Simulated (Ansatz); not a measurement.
## linear Tc chain under tension and compression

Aim: how do moment and conductance of the linear Tc chain follow its length?

Method: DFT PBE, plane waves, PAW; relaxation of a chain's period, in the first sound run; inputs show where later runs differ, in Ansatz 0.2.0.

**1. The starting structure**

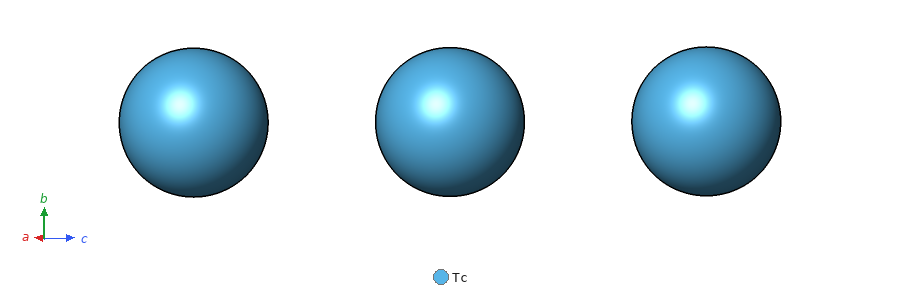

The starting structure, seen from the side, with the c axis across the page (technetium blue). 1×1×2 cells are drawn. Some periodic images of atoms are drawn too.

The cell holds 1 atom: 1 Tc. Its edges and angles: a = 7.500 Å, b = 7.500 Å, c = 2.734 Å, α = 90.0°, β = 90.0°, γ = 90.0°. Vacuum lies along a and b. The structure's axis is c.

**2. The relaxed wire**

Band widths follow the bond lengths, so the chain is relaxed first. The atoms and the third cell vector are free; the box across stays fixed as vacuum. Moments are seeded so that a magnetic state can form if it lies lower. A Fermi-Dirac smearing is set since the result may be a metal. The pressure printed is a third of the stress's trace over the whole box, vacuum included; only the stress along the axis is relaxed.

The input, input.yaml:

```yaml
crystal:
  lattice:
    - [7.5, 0.0, 0.0]
    - [0.0, 7.5, 0.0]
    - [0.0, 0.0, 2.7342]
  atoms:
    - { symbol: Tc, position: [0.5, 0.5, 0.0], spin: 2.0 }
magnetization:
  spin_polarized: true
kpoints:
  mp_grid: { grid: [1, 1, 30] }
scf:
  occupations: { method: fermi_dirac, width: 0.05 }
hamiltonian:
  xc: pbe
relax:
  cell: { fix: [a, b, alpha, beta, gamma] }
  max_steps: 60
```

Launch:

```console
$ ansatz run input.yaml --threads 4 --pin off --max-ram 8192MiB --backend cpu --events-out ev --progress --plain --runs-dir out
```

The runs that follow: at a set period, period over the relaxed period 0.88, k-mesh 1×1×42; the chain at a fixed length, period over the relaxed period 0.92, k-mesh 1×1×41; at a set period, period over the relaxed period 0.96, k-mesh 1×1×39; at a set period, period over the relaxed period 1, k-mesh 1×1×37; the chain at a fixed length, period over the relaxed period 1.04, k-mesh 1×1×36; at a set period, period over the relaxed period 1.08, k-mesh 1×1×35; the chain at a fixed length, period over the relaxed period 1.13, k-mesh 1×1×33; at a set period, period over the relaxed period 1.2, k-mesh 1×1×31; at a set period, period over the relaxed period 1.3, k-mesh 1×1×29; comparing the runs; A varied input: output.transmission.temperature = 200.0.

**Question.** What will these runs give for the conductance at period × 0.88 and conductance at period × 1.0?

In these runs no moment survives at the shortest period, and one is present from a factor of 1.08 on: longer bonds narrow the bands, which favours exchange splitting. The conductance goes from 6.00 G₀ at the shortest period to 2.02 G₀ at the longest, while the magnetic state changes too. Transport is coherent and elastic here: the atoms are frozen, so scattering by vibrations plays no part.

```
relaxed cell length              : 2.169 Å
conductance at period × 0.88     : 6.00 G₀
conductance at period × 1.0      : 6.00 G₀
conductance at period × 1.13     : 4.51 G₀
conductance at period × 1.3      : 2.02 G₀
absolute moment at period × 0.88 : 0 μB
absolute moment at period × 1.0  : 0 μB
absolute moment at period × 1.3  : 4.30 μB
```

No search over magnetic orders was made; another may lie lower. For the perfect chain only parallel moments were started; its antiparallel and spiral orders were not tested. Conductances of a perfect chain off the multiples of half a G0 come from band edges within the thermal window; the square box also splits pairs of bands that an isolated chain keeps degenerate, which moves such edges. The lead's cell of one atom keeps the chain straight and evenly spaced; a zigzag or dimerised form may lie lower.

[Logs are printed without paths, hosts, clocks, repeated set-up lines and the standing remarks that a program may print on its own settings, such as how far it seeks lower states.]

[Hosts, paths, dates, database ids (printed as entryN), source tags and the programs' standing remarks are cut or masked in the printed files.]
